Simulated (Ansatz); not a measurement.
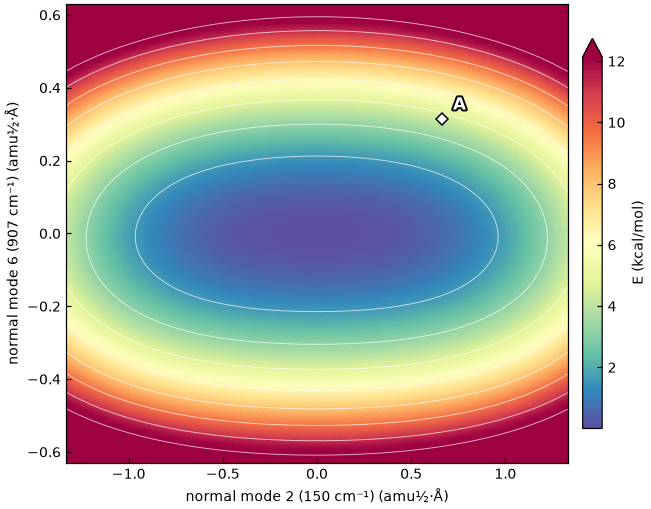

CH3Si2, SMILES [Si]#C[SiH3], spin multiplicity 2. First axis: normal mode 2 (150 cm⁻¹). Second axis: normal mode 6 (907 cm⁻¹). Nothing is relaxed (straight displacements along the two mass-weighted modes). The scan uses a 9 × 9 grid. Points are written as (first, second). Energies: kcal/mol, counted from the lowest grid point. Theory: Ansatz 0.2.0, UKS PBE0-D4/def2-TZVP.

Drawn: a smooth colour map with a few white contour lines, one colour for all values above the top of the scale, the point A. Between grid points the surface is interpolated.

Which way does the force act at A, and how strong is it?

A, at (0.665 amu½·Å, 0.315 amu½·Å), is not a stationary point. The computed force is 3.1 kcal/mol for each amu½·Å towards smaller values of normal mode 2 (150 cm⁻¹) and 24 kcal/mol for each amu½·Å towards smaller values of normal mode 6 (907 cm⁻¹).
